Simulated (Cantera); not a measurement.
Charge: 1 mol Fe, 0.025 mol H₂O, a varied amount of CO, equilibrated at 1475 °C and 6380 Torr.

Cantera equilibrium calculation (NASA polynomials, part measured and part estimated; ideal gas, pure solids and liquids). Candidate condensed phases: C, C₆H₆, C₇H₈, C₈H₁₈, Fe, Fe(CO)₅, FeO, Fe(OH)₂, Fe(OH)₃, Fe₂O₃, Fe₃O₄, H₂O; 114 gas species. Iron dissolves carbon and melts from about 1420 K in contact with it, which pure phases cannot show. Condensed phases not in the tables: cementite and carbon dissolved in iron. Rates play no part.

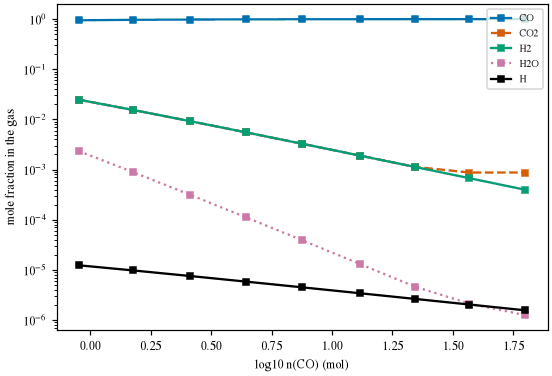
Equilibrium gas composition (values under 1e-9 drawn at 1e-9)

Problem. Read off the mole fractions at 4.4 mol CO.

Solution. CO about 0.99, CO₂ about 0.0055, H₂ about 0.0055, H₂O about 0.00011, H about 5.8e-6.
